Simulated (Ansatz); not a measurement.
**One shape, several levels: doublet CH2AlNO+**

Aim: a comparison of 6 runs (UHF/STO-3G, UHF/3-21G, UHF/6-311+G**, UBLYP/6-311+G**, UPBE/6-311+G**, UCCSD(T)/6-311+G**) of doublet CH2AlNO+. 

The calculation is run with Ansatz 0.2.0.

69 further runs of the same task are left out: 69 set aside as unsound or not needed. Runs told in other sessions of the task aren't counted.

## Step 1: The molecule

CH2AlNO+ has 6 atoms, charge +1, and is taken as a doublet. SMILES of the parent species: `O=C=[N][AlH2]`. The shape is that of a PBE0-D4/def2-TZVP optimisation. That shape belongs to the parent species and isn't relaxed for this state.

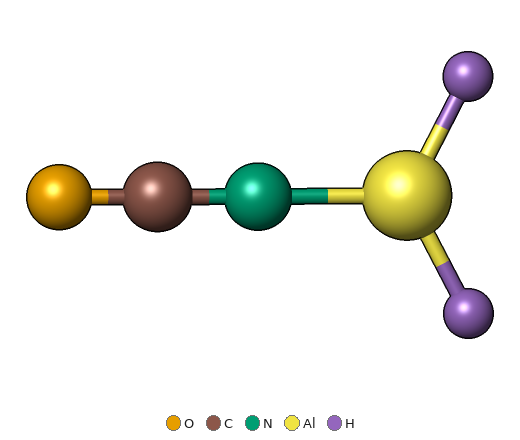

The structure, seen from a chosen angle (oxygen amber, carbon brown, nitrogen teal, aluminium yellow, hydrogen purple).

## Step 2: The energy at UHF/STO-3G (run 1)

in.yaml

```yaml
crystal:
  periodic: [false, false, false]
  atoms:
    - symbol: O
      position_ang: [1.702300, -2.146700, 0.966300]
    - symbol: C
      position_ang: [1.019700, -1.287700, 0.572500]
    - symbol: N
      position_ang: [0.319600, -0.406900, 0.168300]
    - symbol: Al
      position_ang: [-0.716100, 0.900800, -0.422500]
    - symbol: H
      position_ang: [-1.263800, 0.785800, -1.894800]
    - symbol: H
      position_ang: [-1.019700, 2.090500, 0.564100]
basis:
  gaussian: {orbitals: STO-3G}
accuracy: high
hamiltonian: {xc: hf}
output: {orbitals: {seedname: orbitals}}
total_charge: 1
magnetization: {spin_polarized: true, initial_magnetization: 1}
```

Command:

```sh
$ ansatz run in.yaml --threads 1 --pin off --max-ram 2610MiB --events-out events.jsonl --progress --plain --runs-dir runs
```

The program printed:

```text
Warning: RAYON_NUM_THREADS=1 ignored (pool sized by the plan → 1); use --threads N
Functional definition: HF
  name "HF"
  exchange = exact_x
  correlation = 0
473 factors; integrals over basis functions are off by at most 2.8e-8 eV
mean field evaluation 1: about -11011.6964 eV, gradient 2.6e1 eV
mean field evaluation 2: about -11011.7427 eV, gradient 2.6e1 eV
mean field evaluation 4: about -11017.7250 eV, gradient 6.0e0 eV
mean field evaluation 8: about -11019.4495 eV, gradient 1.2e0 eV
mean field evaluation 16: about -11019.4806 eV, gradient 2.7e-8 eV
mean field evaluation 32: about -11019.2359 eV, gradient 2.8e0 eV
mean field evaluation 64: about -11019.3200 eV, gradient 1.6e-1 eV
mean field evaluation 96: about -11019.4074 eV, gradient 1.4e0 eV
mean field -11019.48058398 eV, -404.9584421889 hartree, gradient 1.7e-8 eV, S^2 0.942331; 2 other end points of the search recorded, 0 dependent functions left out
reference -11019.48058398 eV, -404.9584421889 hartree; 18, 17 occupied and 8, 9 virtual orbitals, 473 factors
Total energy: -11019.48058398 eV, -404.9584421889 hartree
```

It took 0.38 s on 1 thread of Arm Neoverse V2, shared host.

## Step 3: A single-point energy at UHF/3-21G (run 2)

run.yaml

```yaml
crystal:
  periodic: [false, false, false]
  atoms:
    - {symbol: O, position_ang: [1.702300, -2.146700, 0.966300]}
    - {symbol: C, position_ang: [1.019700, -1.287700, 0.572500]}
    - {symbol: N, position_ang: [0.319600, -0.406900, 0.168300]}
    - {symbol: Al, position_ang: [-0.716100, 0.900800, -0.422500]}
    - {symbol: H, position_ang: [-1.263800, 0.785800, -1.894800]}
    - {symbol: H, position_ang: [-1.019700, 2.090500, 0.564100]}
basis:
  gaussian: {orbitals: 3-21G.json}
total_charge: 1
magnetization: {spin_polarized: true, initial_magnetization: 1}
hamiltonian: {xc: hf}
accuracy: high
output: {orbitals: {seedname: orbitals}}
```

The basis set 3-21G is read from a file made from the Basis Set Exchange's data (not shown).

Command:

```sh
$ ansatz run run.yaml --threads 1 --pin off --max-ram 2610MiB --events-out events.jsonl --progress --plain --runs-dir runs
```

The program printed:

```text
Warning: RAYON_NUM_THREADS=1 ignored (pool sized by the plan → 1); use --threads N
[... 4 set-up lines as earlier in the session ...]
952 factors; integrals over basis functions are off by at most 3.1e-9 eV
mean field evaluation 1: about -11086.3080 eV, gradient 3.7e1 eV
mean field evaluation 2: about -11086.6360 eV, gradient 3.7e1 eV
mean field evaluation 4: about -11092.7045 eV, gradient 4.0e0 eV
mean field evaluation 8: about -11093.0274 eV, gradient 1.6e0 eV
mean field evaluation 16: about -11093.9181 eV, gradient 4.4e-3 eV
mean field evaluation 32: about -11093.8292 eV, gradient 5.9e-1 eV
mean field evaluation 64: about -11093.8451 eV, gradient 2.3e-1 eV
mean field evaluation 96: about -11093.6770 eV, gradient 3.2e-1 eV
mean field evaluation 128: about -11093.9009 eV, gradient 2.8e-1 eV
mean field -11093.91808721 eV, -407.6939699771 hartree, gradient 3.3e-8 eV, S^2 0.914746; 3 other end points of the search recorded, 0 dependent functions left out
reference -11093.91808721 eV, -407.6939699771 hartree; 18, 17 occupied and 26, 27 virtual orbitals, 952 factors
Total energy: -11093.91808721 eV, -407.6939699771 hartree
```

It took 1.2 s on 1 thread of Arm Neoverse V2, shared host; peak memory 0.11 GiB.

Runs 3 to 5 aren't shown in full; the table further down has their settings and results.

## Step 4: A single-point energy at UCCSD(T)/6-311+G(d,p) (run 6)

job.yaml

```yaml
crystal:
  periodic: [false, false, false]
  atoms:
    - symbol: O
      position_ang: [1.702300, -2.146700, 0.966300]
    - symbol: C
      position_ang: [1.019700, -1.287700, 0.572500]
    - symbol: N
      position_ang: [0.319600, -0.406900, 0.168300]
    - symbol: Al
      position_ang: [-0.716100, 0.900800, -0.422500]
    - symbol: H
      position_ang: [-1.263800, 0.785800, -1.894800]
    - symbol: H
      position_ang: [-1.019700, 2.090500, 0.564100]
basis:
  gaussian: {orbitals: 6-311+G_st__st_-spherical.json}
total_charge: 1
magnetization: {spin_polarized: true, initial_magnetization: 1}
correlation: {method: ccsd_t, frozen_orbitals: {Al: 5, C: 1, H: 0, "N": 1, O: 1}}
accuracy: high
scf: {omitted_lower_state_checks: [cluster_reference, increment]}
```

The basis set 6-311+G** is read from a file made from the Basis Set Exchange's data (not shown).

Command:

```sh
$ ansatz run job.yaml --threads 1 --pin off --max-ram 2610MiB --events-out events.jsonl --progress --plain --runs-dir runs
```

The program printed:

```text
Warning: RAYON_NUM_THREADS=1 ignored (pool sized by the plan → 1); use --threads N
[... 4 set-up lines as earlier in the session ...]
these checks for a lower state are left out or cut short: cluster_reference, increment
1784 factors; integrals over basis functions are off by at most 4.2e-9 eV
mean field evaluation 1: about -11147.9372 eV, gradient 4.2e1 eV
mean field evaluation 2: about -11147.9449 eV, gradient 4.2e1 eV
mean field evaluation 4: about -11155.7479 eV, gradient 4.2e0 eV
mean field evaluation 8: about -11156.1066 eV, gradient 1.5e0 eV
mean field evaluation 16: about -11156.8254 eV, gradient 2.6e-5 eV
mean field evaluation 32: about -11156.8158 eV, gradient 1.5e-1 eV
mean field evaluation 64: about -11156.6898 eV, gradient 2.3e0 eV
mean field evaluation 96: about -11155.9015 eV, gradient 3.9e-1 eV
mean field evaluation 128: about -11155.9510 eV, gradient 7.3e-1 eV
mean field evaluation 160: about -11156.1575 eV, gradient 2.1e0 eV
mean field -11156.82536930 eV, -410.0057699538 hartree, gradient 2.4e-8 eV, S^2 0.911966; 8 other end points of the search recorded, 0 dependent functions left out
8 core orbitals not correlated: weight in the atoms' cores, before any rotation towards them, 1.000 or more for the frozen orbitals, at most 0.000 for the correlated occupied ones
reference -11156.82536930 eV, -410.0057699538 hartree; 10, 9 occupied and 90, 91 virtual orbitals, 1784 factors
second order -13.39001538 eV of doubles, -0.00000000 eV of singles
cycle   1  -13.61179715 eV  change   -2.2e-1 eV  update   1.3e-1
cycle   2  -14.24157228 eV  change   -6.3e-1 eV  update   5.1e-2
cycle   3  -14.48079497 eV  change   -2.4e-1 eV  update   4.1e-2
cycle   4  -14.51388053 eV  change   -3.3e-2 eV  update   2.1e-2
cycle   5  -14.52306254 eV  change   -9.2e-3 eV  update   1.8e-2
cycle   6  -14.54230767 eV  change   -1.9e-2 eV  update   1.3e-2
cycle   7  -14.55813965 eV  change   -1.6e-2 eV  update   9.4e-3
cycle   8  -14.56057046 eV  change   -2.4e-3 eV  update   3.5e-3
cycle   9  -14.56100053 eV  change   -4.3e-4 eV  update   1.4e-3
cycle  10  -14.56065597 eV  change    3.4e-4 eV  update   5.8e-4
cycle  11  -14.56030340 eV  change    3.5e-4 eV  update   3.0e-4
cycle  12  -14.56047602 eV  change   -1.7e-4 eV  update   1.9e-4
cycle  13  -14.56042375 eV  change    5.2e-5 eV  update   9.7e-5
cycle  14  -14.56055914 eV  change   -1.4e-4 eV  update   4.9e-5
cycle  15  -14.56052406 eV  change    3.5e-5 eV  update   1.5e-5
cycle  16  -14.56053244 eV  change   -8.4e-6 eV  update   6.6e-6
cycle  17  -14.56052920 eV  change    3.2e-6 eV  update   2.5e-6
cycle  18  -14.56052831 eV  change    8.8e-7 eV  update   1.2e-6
cycle  19  -14.56052772 eV  change    5.9e-7 eV  update   4.8e-7
cycle  20  -14.56052741 eV  change    3.1e-7 eV  update   2.1e-7
cycle  21  -14.56052741 eV  change    1.9e-9 eV  update   8.1e-8
cycle  22  -14.56052741 eV  change   -2.1e-9 eV  update   4.8e-8
cycle  23  -14.56052716 eV  change    2.5e-7 eV  update   1.1e-7
cycle  24  -14.56052721 eV  change   -5.5e-8 eV  update   4.1e-8
cycle  25  -14.56052721 eV  change    8.3e-9 eV  update   1.7e-8
cycle  26  -14.56052721 eV  change   -1.8e-9 eV  update   7.8e-9
cycle  27  -14.56052720 eV  change    8.2e-9 eV  update   4.7e-9
cycle  28  -14.56052719 eV  change    5.6e-9 eV  update   2.7e-9
cycle  29  -14.56052719 eV  change    3.4e-9 eV  update   1.4e-9
cycle  30  -14.56052719 eV  change   1.5e-10 eV  update  8.4e-10
perturbative correction -0.62104752 eV, -0.0228230755 hartree
Total energy: -11172.00694401 eV, -410.5636825341 hartree
Checks for a lower state left out: cluster_reference, increment
```

It took 1.8 min on 1 thread of Arm Neoverse V2, shared host; peak memory 1.6 GiB.

## Step 5: Overview of the runs

```
run               level  frozen core orbitals  energy (Eh)  HOMO energy (eV)  LUMO energy (eV)   ⟨S²⟩  wall time
  1          UHF/STO-3G                     –  -404.958442            -15.09             -4.07  0.942     0.38 s
  2           UHF/3-21G                     –  -407.693970            -16.81             -7.67  0.915      1.2 s
  3       UHF/6-311+G**                     –  -410.005770            -16.80             -7.91  0.912      8.7 s
  4     UBLYP/6-311+G**                     –  -411.420548            -13.76            -13.02  0.756       15 s
  5      UPBE/6-311+G**                     –  -411.112944            -13.87            -13.13  0.755       17 s
  6  UCCSD(T)/6-311+G**                     8  -410.563683                 –                 –  0.912    1.8 min
```

## Step 6: Summary of results

| quantity | value |
| --- | --- |
| run 6: total energy | -410.56368 Eh |
| run 6: correlation energy (8 core orbitals frozen) | -557.9 mEh |
| run 6: (T) correction | -22.82 mEh |
| run 6: ⟨S²⟩ of the reference determinant | 0.912 |
| run 6: T1 diagnostic | 0.051 |

In words: Totals of different functionals can't be ranked against each other. In run 1 the basis is minimal, so the values are rough. Spin contamination of the reference: run 1 ⟨S²⟩ = 0.94, run 2 ⟨S²⟩ = 0.91, run 3 ⟨S²⟩ = 0.91, run 6 ⟨S²⟩ = 0.91. All runs together took 2.5 min, the longest 1.8 min.
